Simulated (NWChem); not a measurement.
# AlI (iodoaluminum): MP2/def2-TZVP (core potential)

What is the vertical ionisation energy of AlI (iodoaluminum) at MP2/def2-TZVP (core potential)? 

Program for the calculation: NWChem 7.3.0.

8 further runs of the same task are left out: 8 set aside as unsound or not needed.

## 1. The system as given

The species is AlI (2 atoms), meant as a singlet with charge 0. As SMILES, `[Al][I]`. Geometry: the measured bond length.

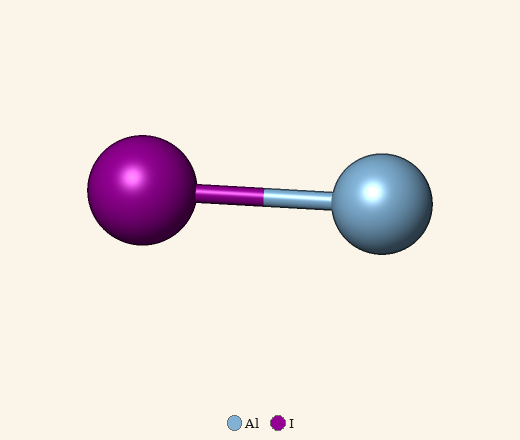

Viewed from a chosen angle; aluminium light blue, iodine purple.

## 2. A single-point energy at MP2/def2-TZVP (core potential)

Input file a.nw:

```
START a
TITLE "iodoaluminum"
memory total 2200 mb
GEOMETRY units angstrom noautosym nocenter noautoz
Al       0.000000       0.000000       0.000000
I        0.000000       0.000000       2.537102
END
BASIS spherical bse
* library def2-TZVP
END
ECP bse
I library def2-TZVP
END
SCF
thresh 0.01
maxiter 80
noprint "final vectors analysis"
END
MP2
freeze core 9
tight
END
TASK mp2
```

Started as:

```console
$ nwchem a.nw > a.out
```

Standard output:

```text
[...]
  functions       =    87
[...]
  wavefunction    = RHF
[...]
         Total SCF energy =   -538.638098004532
      One-electron energy =   -990.214058442218
      Two-electron energy =    383.788931802297
 Nuclear repulsion energy =     67.787028635389
        Time for solution =     20.0s
[...]
          Total MP2 energy          -539.184423031063
[...]
```

Wall time 24 s (1 thread of Intel Xeon 6975P-C (Granite Rapids), shared host); peak memory 0.19 GiB.

## 3. The doublet cation

Input file m1.xyz:

```xyz
2
AlI mp2
Al     0.000000     0.000000     0.000000
I      0.000000     0.000000     2.537102
```

Input file m1.nw:

```
start m1
title "AlI mp2"
memory stack 880 mb heap 220 mb global 1100 mb
charge 1

geometry noautosym nocenter noautoz
   load format xyz m1.xyz
end

basis "ao basis" spherical bse
   Al library def2-TZVP
   I library def2-TZVP
end

ecp bse
   I library def2-TZVP
end

scf
   doublet
   uhf
   thresh 0.01
   maxiter 80
   print low
end

mp2
   freeze core 9
   tight
end

task mp2 energy
```

Started as:

```console
$ nwchem m1.nw > m1.out
```

Standard output:

```text
[...]
  functions       =    87
[...]
  wavefunction    = UHF
[...]
         Total SCF energy =   -538.347338932485
      One electron energy =   -981.070253585032
      Two electron energy =    374.935886017159
 Nuclear repulsion energy =     67.787028635389
                       Sz =      0.5000
                 Sz(Sz+1) =      0.7500
                      S^2 =      0.7825
[...]
          Total MP2 energy          -538.865188561272
[...]
```

Wall time 34 s (1 thread of Intel Xeon 6975P-C (Granite Rapids), shared host); peak memory 0.19 GiB.

## 4. Outcome

At MP2/def2-TZVP (core potential), 9 core orbitals frozen:

```
                                                   quantity          value
                                  singlet AlI: total energy  -539.18442 Eh
   singlet AlI: correlation energy (9 core orbitals frozen)     -546.3 mEh
                               doublet cation: total energy  -538.86519 Eh
doublet cation: correlation energy (9 core orbitals frozen)     -517.8 mEh
          doublet cation: ⟨S²⟩ of the reference determinant          0.782
         vertical ionisation energy (to the doublet cation)       8.687 eV
```

In words: The vertical ionisation energy comes to 8.69 eV (838 kJ/mol).
